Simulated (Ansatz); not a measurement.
The calculation's input:

```
crystal:
  periodic: [false, false, false]
  atoms:
    - {symbol: Cs, position_ang: [-0.628831, 1.428283, -1.313569]}
    - {symbol: Cs, position_ang: [0.630625, -1.428618, 1.312294]}
    - {symbol: F, position_ang: [-0.842017, -1.132830, -0.828475]}
    - {symbol: F, position_ang: [0.840223, 1.133155, 0.829751]}
basis:
  gaussian: {orbitals: def2-TZVP, initial_orbitals: start.molden}
hamiltonian: {xc: pbe0, dispersion: d4}
output: {orbitals: {seedname: orbitals}}
```

Launched as:

```sh
ansatz run in.yaml --threads 4 --pin off --events-out ev --progress --plain --max-ram 3916MiB
```

Geometry: PBE0-D4/def2-TZVP; core potentials replace the inner electrons of Cs.

These are results of RKS PBE0-D4/def2-TZVP in Ansatz, not measurements.

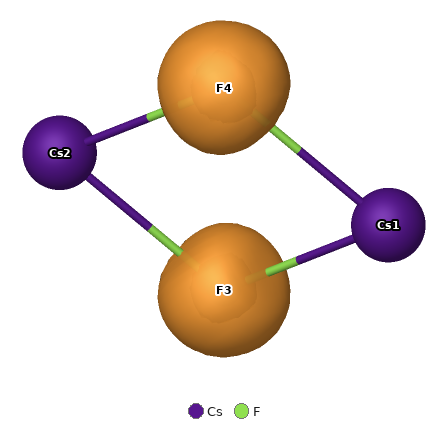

Cs2F2. Isosurface of the electron localisation function at 0.75 (orange), seen at an oblique angle. Core shells and regions of very low density are left out.

**Where are the electrons localised?**

The ELF exceeds this value in two regions wrapped around F (the valence shell of each). Profiles from the grid: Cs–F (2.62 Å): the ELF is about 0.20 at the midpoint: an ionic contact with no shared pair.
